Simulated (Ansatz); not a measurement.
Reaction (SMILES): P (PH3) → [PH2-] + H+
B3LYP-D3(BJ)/def2-TZVP geometries, fixed; electronic energies without zero-point terms.

Basis-set convergence of the deprotonation energy at HF with Ansatz (a quantum-chemistry and plane-wave program). Cartesian d functions, on some or all atoms, in 6-31G**, 6-311G**, 6-311+G**; all else is spherical. No added dispersion term, no relativity. Functions are those of the species that has most. Reference: the value in aug-pcseg-3, 376.48 kcal/mol, itself unsure by roughly 1.13 kcal/mol (its mean distance from aug-cc-pV(Q+d)Z, def2-QZVPPD). Deviations are taken from unrounded values.

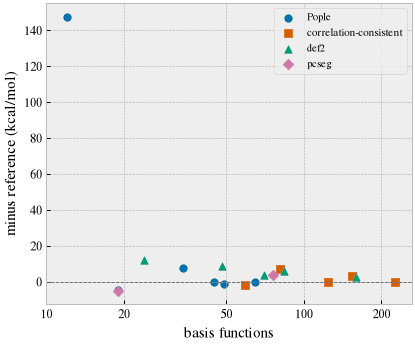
Deviation from the reference against the number of basis functions, by family of sets.

| basis | functions | deprotonation energy (kcal/mol) | minus reference (kcal/mol) |
|---|---|---|---|
| STO-3G | 12 | 523.95 | 147.46 |
| 3-21G | 19 | 372.06 | -4.42 |
| pcseg-0 | 19 | 371.44 | -5.04 |
| def2-SV(P) | 24 | 388.67 | 12.19 |
| 6-31G** | 34 | 384.07 | 7.59 |
| 6-311G** | 45 | 376.24 | -0.24 |
| def2-SVPD | 48 | 384.99 | 8.51 |
| 6-311+G** | 49 | 375.33 | -1.16 |
| aug-cc-pV(D+d)Z | 59 | 374.84 | -1.64 |
| 6-311++G(2d,2p) | 65 | 376.05 | -0.43 |
| def2-TZVPD | 70 | 380.30 | 3.81 |
| pcseg-2 | 76 | 380.36 | 3.88 |
| cc-pV(T+d)Z | 81 | 383.66 | 7.18 |
| def2-TZVPP | 84 | 382.34 | 5.86 |
| aug-cc-pV(T+d)Z | 124 | 376.17 | -0.31 |
| cc-pV(Q+d)Z | 154 | 379.85 | 3.37 |
| def2-QZVPP | 160 | 379.12 | 2.64 |
| aug-cc-pV(Q+d)Z | 227 | 376.42 | -0.06 |
